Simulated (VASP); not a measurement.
Band structure of IrO$_{2}$ (rutile). Calculation: vdW-DF-cx, VASP's PBE PAW potentials (set 64) (plane waves; VASP).

Unless said otherwise, spin-orbit coupling is left out, though it shifts the bands of the heavy elements here.

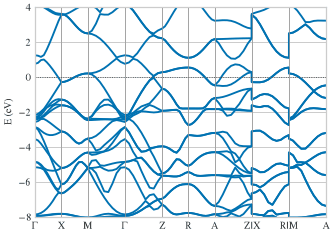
*Bands along high-symmetry lines, zero at the valence-band maximum or, without a gap, the Fermi level*

Read the plot: is there a gap, and where are the band edges?

It has no gap at this level: it comes out as a metal or semimetal. (Edges off the drawn lines would not show.)

The compound is IrO2 in the rutile structure. It was relaxed first.
